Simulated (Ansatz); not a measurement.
```xyz
5

Al    0.0615   -1.8951   -0.9057
Al   -0.5974   -2.2920    4.2993
B    -0.2758   -2.0945    2.1172
F     1.3011   -1.0533   -1.6470
N    -0.0422   -1.9475    0.8698
```

Geometry: r2SCAN-D4/def2-SVP.

The calculation used isolated molecule in a Gaussian basis; Kohn-Sham density functional theory, functional PBE0 in Ansatz 0.2.0.

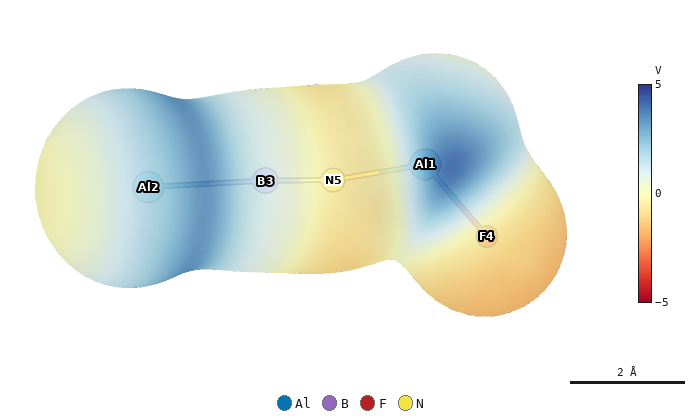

Al₂BFN (SMILES [F][Al]/[N]=[B]/[Al]) (doublet). The molecular electrostatic potential painted on the density surface at 0.004 e/bohr³, seen at a tilt; the colour scale runs from red (negative) to blue (positive).

> Describe the electrostatic potential map.

The most negative region (about −1.7 V) lies over F4, the most positive (about +4.0 V) over Al1.
